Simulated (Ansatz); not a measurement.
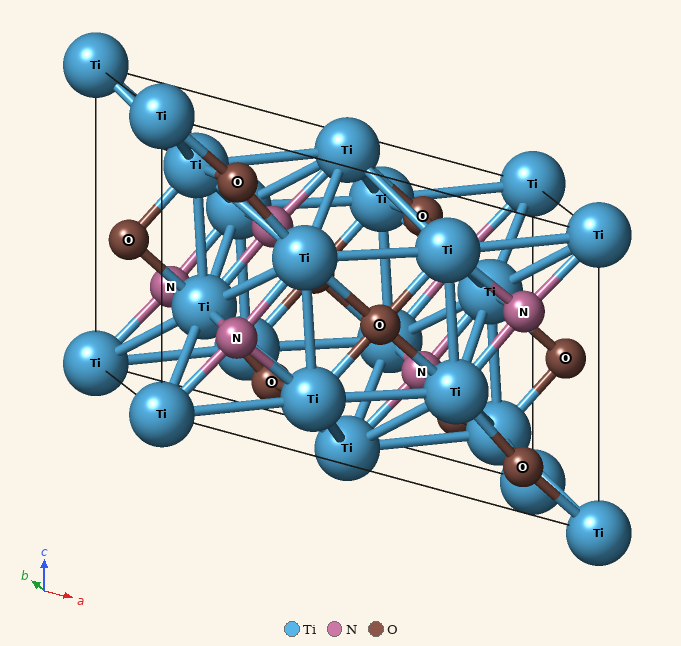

We look at a ball-and-stick model of the crystal slightly off an axis. Lines trace the edges of the conventional unit cell.

Ti₅N₂O₃, space group C2/m (No. 12), a = 9.432 Å, b = 4.121 Å, c = 5.973 Å, α = 90.00°, β = 109.20°, γ = 90.00°. The cell started as a structure type filled with these elements by a generator (whether the compound takes this form wasn't checked). Earlier steps of the study, as a rule a relaxation of our own, may have changed the cell and positions, so they can lie some per cent off the listed ones. It went into a calculation with Ansatz.

This one geometry was computed with Ansatz (DFT, plane waves, PAW) at three levels of theory: r2SCAN, PBE and LDA.

Question: Which level gives the highest pressure at this volume, and what does that say about its equilibrium volume?

Answer: Highest: PBE (0.0 GPa), which points to the largest equilibrium volume. Lowest, with the smallest volume: LDA (-13.3 GPa). Levels within 0.5 GPa of each other can't be told apart.

Question: How does the band gap change with the level of theory?

Answer: All levels give a metal.

Question: Collect the results in a table.

Answer:
| level | cutoff (eV) | k-mesh of the run's cell | gap (eV) | pressure (GPa) |
| --- | --- | --- | --- | --- |
| r2SCAN | 500 | 10×10×8 | metal | -3.3 |
| PBE | 420 | 10×10×8 | metal | 0.0 |
| LDA | 420 | 10×10×8 | metal | -13.3 |

Gaps are taken on the k-mesh or band path of each run.
